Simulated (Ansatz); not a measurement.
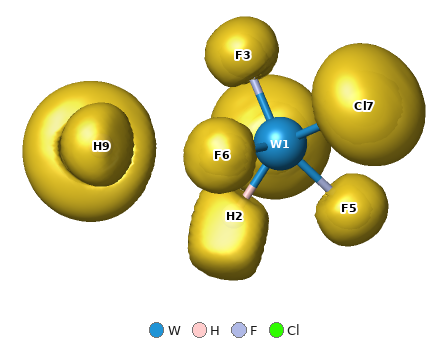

Figure 1: Cl2F3HW···HCl. Isosurface of the ELF at 0.8 (yellow), seen from one side. Core shells and regions of very low density are left out.

Core potentials replace the inner electrons of W.

All numbers below come from RKS BHLYP-D4/def2-SVP in Ansatz.

```yaml
atoms:
  - { symbol: W, position_ang: [-0.1581, 0.2281, -0.3453] }
  - { symbol: H, position_ang: [-0.7446, 0.5442, 1.1832] }
  - { symbol: F, position_ang: [1.5632, 0.6348, -0.8767] }
  - { symbol: Cl, position_ang: [-0.4170, 2.4888, -0.5000] }
  - { symbol: F, position_ang: [-1.9877, 0.2218, -0.6241] }
  - { symbol: F, position_ang: [0.6455, -1.0018, 0.7903] }
  - { symbol: Cl, position_ang: [-0.2776, -1.4857, -1.8853] }
  - { symbol: Cl, position_ang: [1.8144, 1.3767, 2.4615] }
  - { symbol: H, position_ang: [2.0430, 0.1178, 2.4006] }
```

Q: What do the ELF domains correspond to?

A: At this value the surface marks out two regions around hydrogen nuclei, one ring or bowl of non-bonding electrons around Cl, two regions wrapped around Cl (the valence shell of each) and three regions wrapped around F (the valence shell of each). Along the contacts the grid gives the following. W1···Cl8 (3.62 Å): the ELF dips to about 0 between them. W–F (1.85 Å): the ELF peaks at about 0.85 in the valence shell of F, 0.5 Å from its nucleus, and drops to about 0.25 between the two atoms.
